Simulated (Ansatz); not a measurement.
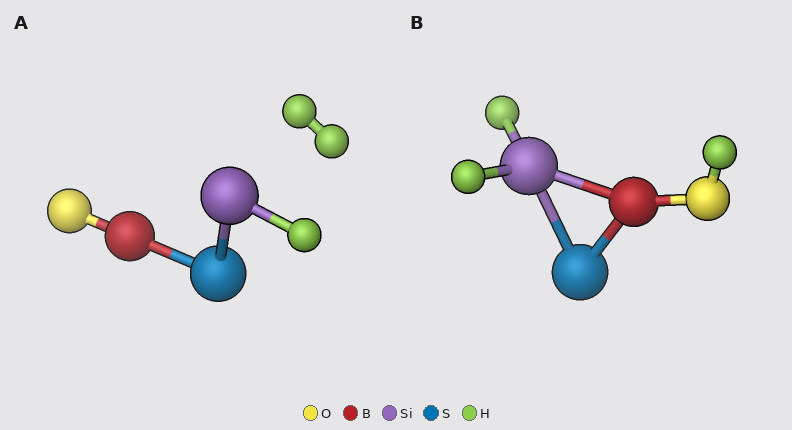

2 stationary structures of one formula. Geometries: PBE0-D4/def2-TZVP. Electronic energies: RHF-CCSD(T) (frozen core)/def2-TZVPP (Ansatz 0.2.0), without zero-point energy. No frequency run is at hand to confirm each as a minimum. Each is one conformer, not always the lowest.

Rank them by energy, lowest first.

B is lowest (Cs); A lies 130.7 kJ/mol above it (C1).

Give E(B) − E(A) in kJ/mol at these levels too: RHF-CCSD(T) (frozen core)/def2-TZVPP; PBE-D4/def2-TZVPP; ωB97M-V/def2-TZVPP; PBE0-D4/def2-TZVPP; PBE0-D4/def2-TZVP; r2SCAN-D4/def2-TZVPP; B3LYP-D4/def2-TZVPP.

| level | E(B) − E(A) (kJ/mol) |
| --- | --- |
| RHF-CCSD(T) (frozen core)/def2-TZVPP | −130.7 |
| PBE-D4/def2-TZVPP | −127.2 |
| ωB97M-V/def2-TZVPP | −124.2 |
| PBE0-D4/def2-TZVPP | −148.5 |
| PBE0-D4/def2-TZVP | −145.6 |
| r2SCAN-D4/def2-TZVPP | −148.1 |
| B3LYP-D4/def2-TZVPP | −114.5 |
